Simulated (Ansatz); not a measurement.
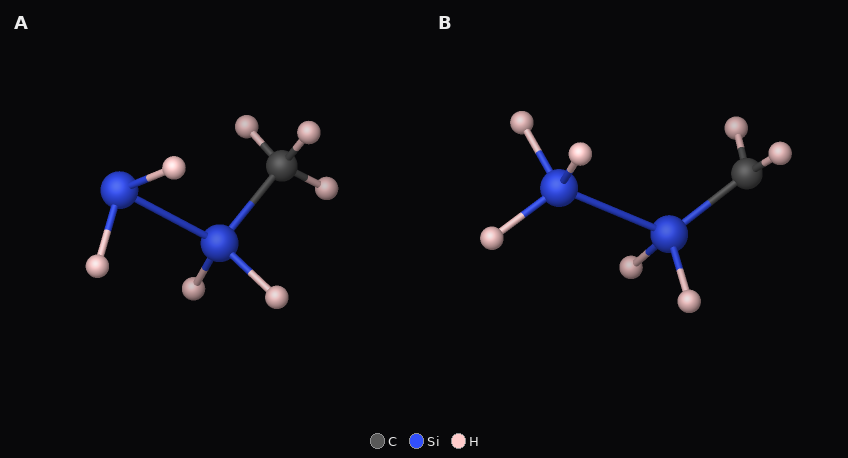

2 stationary structures of one formula. Charge −1, singlet. Geometries: PBE-D4/def2-SVPD. Electronic energies: PBE-D4/def2-SVPD (Ansatz 0.2.0), without zero-point energy. No frequency run is at hand to confirm each as a minimum. Each is one conformer, not always the lowest.

### Rank them by energy, lowest first.

A is lowest; B lies 105.1 kJ/mol above it.
